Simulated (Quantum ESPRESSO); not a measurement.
# Magnetic state of Fe3Ge from several starts, part 2 of 2

Wanted: the moments of Fe3Ge and the energy of each order that was tried.

Quantum ESPRESSO 7.5; LDA; plane waves with GBRV 1.5 LDA potentials, no spin-orbit coupling.

So far, absolute magnetization (μB): step 2 (run 1, typed as ferro +++) 6.78.

## Step 3: Run 2 (ferri ++−)

File pw.in:

```
&CONTROL
  calculation = 'scf'
  prefix = 'pwscf'
  outdir = './tmp'
  pseudo_dir = './pseudo'
  disk_io = 'nowf'
/
&SYSTEM
  ibrav = 0
  celldm(1) = 8
  nat = 4
  ntyp = 3
  ecutwfc = 40
  ecutrho = 280
  nbnd = 42
  occupations = 'smearing'
  smearing = 'fd'
  degauss = 0.00734986
  nspin = 2
  starting_magnetization(1) = 0.175
  starting_magnetization(2) = -0.175
  starting_magnetization(3) = 0
/
&ELECTRONS
  conv_thr = 8d-09
  electron_maxstep = 150
  mixing_beta = 0.3
/
ATOMIC_SPECIES
Fe1    55.8450 fe_lda_v1.5.uspp.F.UPF
Fe2    55.8450 fe_lda_v1.5.uspp.F.UPF
Ge     72.6300 ge_lda_v1.4.uspp.F.UPF
CELL_PARAMETERS alat
   0.8646679327313    0.0000000000000    0.0000000000000
   0.0000000000000    0.8646679327313    0.0000000000000
   0.0000000000000    0.0000000000000    0.8646679327313
ATOMIC_POSITIONS crystal
Fe1     0.0000000000    0.5000000000    0.5000000000
Fe1     0.5000000000    0.5000000000    0.0000000000
Fe2     0.5000000000    0.0000000000    0.5000000000
Ge      0.0000000000    0.0000000000    0.0000000000
K_POINTS automatic
8 8 8 0 0 0
```

Command:

```console
$ OMP_NUM_THREADS=1 mpirun -n 4 pw.x -nk 4 -in pw.in > pw.out
```

What it wrote:

```text
[banner, memory and clock lines left out]
Program PWSCF v.7.5 starts

     Message from routine setup:
     using ibrav=0 with symmetry is DISCOURAGED, use correct ibrav instead

     bravais-lattice index     =            0
     lattice parameter (alat)  =       8.0000  a.u.
     unit-cell volume          =     330.9924 (a.u.)^3
     number of atoms/cell      =            4
     number of atomic types    =            3
     number of electrons       =        62.00
     number of Kohn-Sham states=           42
     kinetic-energy cutoff     =      40.0000  Ry
     charge density cutoff     =     280.0000  Ry
     scf convergence threshold =      8.0E-09
     mixing beta               =       0.3000
     number of iterations used =            8  plain     mixing
     Exchange-correlation=  SLA  PZ   NOGX NOGC
                           (   1   1   0   0   0   0   0)

     celldm(1)=   8.000000  celldm(2)=   0.000000  celldm(3)=   0.000000
     celldm(4)=   0.000000  celldm(5)=   0.000000  celldm(6)=   0.000000

     crystal axes: (cart. coord. in units of alat)
               a(1) = (   0.864668   0.000000   0.000000 )
               a(2) = (   0.000000   0.864668   0.000000 )
               a(3) = (   0.000000   0.000000   0.864668 )

     reciprocal axes: (cart. coord. in units 2 pi/alat)
               b(1) = (  1.156513  0.000000  0.000000 )
               b(2) = (  0.000000  1.156513  0.000000 )
               b(3) = (  0.000000  0.000000  1.156513 )

     PseudoPot. # 1 for Fe read from file:
     fe_lda_v1.5.uspp.F.UPF
     Pseudo is Ultrasoft + core correction, Zval = 16.0

     PseudoPot. # 2 for Fe read from file:
     fe_lda_v1.5.uspp.F.UPF
     Pseudo is Ultrasoft + core correction, Zval = 16.0

     PseudoPot. # 3 for Ge read from file:
     ge_lda_v1.4.uspp.F.UPF
     Pseudo is Ultrasoft + core correction, Zval = 14.0

     atomic species   valence    mass     pseudopotential
     Fe1              16.00    55.84500     Fe( 1.00)
     Fe2              16.00    55.84500     Fe( 1.00)
     Ge               14.00    72.63000     Ge( 1.00)

     Starting magnetic structure
     atomic species   magnetization
     Fe1             0.175
     Fe2            -0.175
     Ge              0.000

     16 Sym. Ops., with inversion, found

   Cartesian axes

     site n.     atom                  positions (alat units)
         1        Fe1    tau(   1) = (   0.0000000   0.4323340   0.4323340  )
         2        Fe1    tau(   2) = (   0.4323340   0.4323340   0.0000000  )
         3        Fe2    tau(   3) = (   0.4323340   0.0000000   0.4323340  )
         4        Ge     tau(   4) = (   0.0000000   0.0000000   0.0000000  )

     number of k points=    75  Fermi-Dirac smearing, width (Ry)=  0.0073
                       cart. coord. in units 2pi/alat
        k(    1) = (   0.0000000   0.0000000   0.0000000), wk =   0.0019531
        k(    2) = (   0.0000000   0.0000000   0.1445642), wk =   0.0078125
        k(    3) = (   0.0000000   0.0000000   0.2891283), wk =   0.0078125
        k(    4) = (   0.0000000   0.0000000   0.4336925), wk =   0.0078125
        k(    5) = (   0.0000000   0.0000000  -0.5782567), wk =   0.0039062
        [... 70 further k-points ...]

     Dense  grid:    26145 G-vectors     FFT dimensions: (  40,  40,  40)

     Smooth grid:    11123 G-vectors     FFT dimensions: (  27,  27,  27)

     Check: negative core charge=   -0.000048
     Generating pointlists ...
     new r_m :   0.2522 (alat units)  2.0177 (a.u.) for type    1
     new r_m :   0.2522 (alat units)  2.0177 (a.u.) for type    2
     new r_m :   0.2522 (alat units)  2.0177 (a.u.) for type    3

     Initial potential from superposition of free atoms

     starting charge      58.9993, renormalised to      62.0000
     Starting wfcs are   48 randomized atomic wfcs

     Self-consistent Calculation

     iteration #  1     ecut=    40.00 Ry     beta= 0.30
     Davidson diagonalization with overlap
     ethr =  1.00E-02,  avg # of iterations =  2.3

     total energy              =    -963.54290036 Ry
     estimated scf accuracy    <       3.57382654 Ry

     total magnetization       =     2.15 Bohr mag/cell
     absolute magnetization    =     6.07 Bohr mag/cell

     iteration #  2     ecut=    40.00 Ry     beta= 0.30
     Davidson diagonalization with overlap
     ethr =  5.76E-03,  avg # of iterations =  2.0

     total energy              =    -963.86676923 Ry
     estimated scf accuracy    <       0.59636174 Ry

     total magnetization       =     1.80 Bohr mag/cell
     absolute magnetization    =     6.39 Bohr mag/cell

     [... further iterations left out ...]

     iteration # 19     ecut=    40.00 Ry     beta= 0.30
     Davidson diagonalization with overlap
     ethr =  4.43E-10,  avg # of iterations =  1.7

     total energy              =    -963.99157396 Ry
     estimated scf accuracy    <       0.00000002 Ry

     total magnetization       =     2.52 Bohr mag/cell
     absolute magnetization    =     5.83 Bohr mag/cell

     iteration # 20     ecut=    40.00 Ry     beta= 0.30
     Davidson diagonalization with overlap
     ethr =  4.00E-11,  avg # of iterations =  2.2

     Magnetic moment per site  (integrated on atomic sphere of radius R)
     atom   1 (R=0.252)  charge= 14.6809  magn=  2.0399
     atom   2 (R=0.252)  charge= 14.6809  magn=  2.0399
     atom   3 (R=0.252)  charge= 14.7063  magn= -1.5463
     atom   4 (R=0.252)  charge= 12.2219  magn= -0.0213

     End of self-consistent calculation

     Number of k-points >= 100: set verbosity='high' to print the bands.

     the Fermi energy is    16.9197 ev

!    total energy              =    -963.99157399 Ry
     estimated scf accuracy    <          4.4E-09 Ry
     smearing contrib. (-TS)   =      -0.01667001 Ry
     internal energy E=F+TS    =    -963.97490399 Ry

     The total energy is F=E-TS. E is the sum of the following terms:
     one-electron contribution =    -451.40197027 Ry
     hartree contribution      =     269.15167954 Ry
     xc contribution           =    -143.78942825 Ry
     ewald contribution        =    -637.93518501 Ry

     total magnetization       =     2.52 Bohr mag/cell
     absolute magnetization    =     5.84 Bohr mag/cell

     convergence has been achieved in  20 iterations
```

The job ended after 58 s (4 MPI ranks of Arm Neoverse V2, shared host; peak memory 0.46 GiB).

Spin moment in the atom's sphere by atom:

| atom | spin moment in the atom's sphere (μB) |
| --- | --- |
| Fe1 | 2.04 |
| Fe2 | 2.04 |
| Fe3 | -1.55 |
| Ge4 | -0.02 |

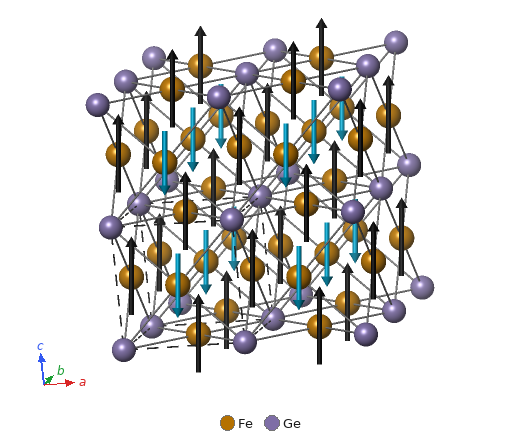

Spin moment in the atom's sphere as arrows, the longest 2.04 μB. Up and down stand for the sign. Arrows give size and sign along the axis of quantisation, drawn up and down the page. The two directions have two colours. 2×2×2 cells are drawn. Some periodic images of atoms are drawn too.

This step gave:

| Quantity | Value |
| --- | --- |
| smearing term TS | 0.2268 eV |
| magnetization | 2.516 μB |
| absolute magnetization | 5.835 μB |
| final state | ferrimagnetic |

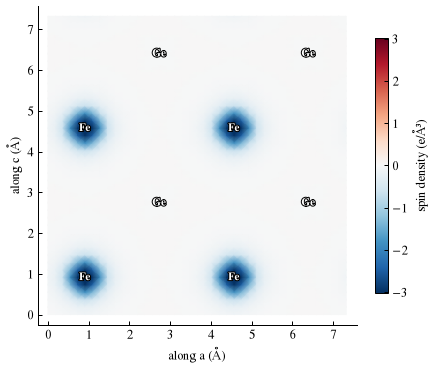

Spin density in the ac plane at fractional y = 0.000, with atoms of Fe and Ge within 0.2 Å of it. The map starts off the cell's origin, so that atoms lie inside it.

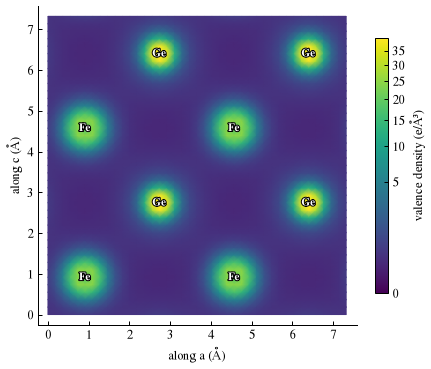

Valence density in the ac plane at fractional y = 0.000, with atoms of Fe and Ge within 0.2 Å of it. It is the smooth field of the valence electrons, not physical close to the nuclei. The map starts off the cell's origin, so that atoms lie inside it. The colour scale is stretched toward low values.

## Step 4: Start 3: no spin polarisation

File pw.in:

```
&CONTROL
  calculation = 'scf'
  prefix = 'pwscf'
  outdir = './tmp'
  pseudo_dir = './pseudo'
  disk_io = 'nowf'
/
&SYSTEM
  ibrav = 0
  celldm(1) = 8
  nat = 4
  ntyp = 2
  ecutwfc = 40
  ecutrho = 280
  nbnd = 41
  occupations = 'smearing'
  smearing = 'fd'
  degauss = 0.00734986
/
&ELECTRONS
  conv_thr = 8d-09
  electron_maxstep = 150
  mixing_beta = 0.3
/
ATOMIC_SPECIES
Fe     55.8450 fe_lda_v1.5.uspp.F.UPF
Ge     72.6300 ge_lda_v1.4.uspp.F.UPF
CELL_PARAMETERS alat
   0.8646679327313    0.0000000000000    0.0000000000000
   0.0000000000000    0.8646679327313    0.0000000000000
   0.0000000000000    0.0000000000000    0.8646679327313
ATOMIC_POSITIONS crystal
Fe      0.0000000000    0.5000000000    0.5000000000
Fe      0.5000000000    0.5000000000    0.0000000000
Fe      0.5000000000    0.0000000000    0.5000000000
Ge      0.0000000000    0.0000000000    0.0000000000
K_POINTS automatic
8 8 8 0 0 0
```

What it wrote:

```text
     [... lines left out ...]
Program PWSCF v.7.5 starts
     [... lines left out ...]
     number of atoms/cell      =            4
     [... lines left out ...]
     number of electrons       =        62.00
     number of Kohn-Sham states=           41
     kinetic-energy cutoff     =      40.0000  Ry
     charge density cutoff     =     280.0000  Ry
     scf convergence threshold =      8.0E-09
     [... lines left out ...]
     48 Sym. Ops., with inversion, found
     [... lines left out ...]
     number of k points=    35  Fermi-Dirac smearing, width (Ry)=  0.0073
     [... lines left out ...]
     iteration # 11     ecut=    40.00 Ry     beta= 0.30
     [... lines left out ...]
     the Fermi energy is    16.5870 ev
!    total energy              =    -963.95880094 Ry
     estimated scf accuracy    <          6.5E-09 Ry
     smearing contrib. (-TS)   =      -0.02753077 Ry
     [... lines left out ...]
     convergence has been achieved in  11 iterations
```

Elapsed: 9.1 s, on 4 MPI ranks; peak memory 0.33 GiB; 36 s of CPU time.

Read from the output:

```
smearing term TS : 0.3746 eV
final state      : non-magnetic (no spin polarisation)
```

## Step 5: Ranking

An order is kept where moments of 0.15 μB or more survive with the typed signs; meshes match where a doubled cell samples the same k points as the first cell.

Ferrimagnetic means that a moment over 0.15 μB on a transition or rare-earth metal, induced ones included, opposes the net moment. Orders:

| start | final state | typed order kept | energy over the lowest (meV a seeded atom) | largest site moment (μB) | net moment (μB a cell of the first run) | mesh matched | CPU time (s) |
| --- | --- | --- | --- | --- | --- | --- | --- |
| ferro +++ | ferromagnetic | yes | 0 | 2.174 | 6.391 | yes | 78.07 |
| ferri ++- | ferrimagnetic | yes | 179.2 | 2.04 | 2.516 | yes | 232.8 |
| no spin polarisation | non-magnetic | - | 327.8 | 0 | 0 | yes | 36.16 |

## Step 6: Summary of results

```
lowest state found      : ferromagnetic (from ferro +++)
largest site moment     : 2.17 μB
next state with moments : ferrimagnetic, 179 meV a seeded atom higher
state without moments   : 328 meV a seeded atom higher
```

In words: Only these 3 starts were compared; other wavevectors, canted and longer-period orders were not. Energies are free energies at an electronic temperature of 1160 K, which lowers moments and differences where the moments are itinerant.

[Logs and program files are shortened in this print: banners, set-up blocks, solver, clock and traceback lines can be left out without a mark of their own.]

[Logs are printed without paths, hosts, clocks, repeated set-up lines and the standing remarks that a program may print on its own settings, such as how far it seeks lower states.]

[Hosts, paths, dates, database ids (printed as entryN), source tags and the programs' standing remarks are cut or masked in the printed files.]

[Where a cell is said to come from a database of computed structures, the database is the Materials Project.]
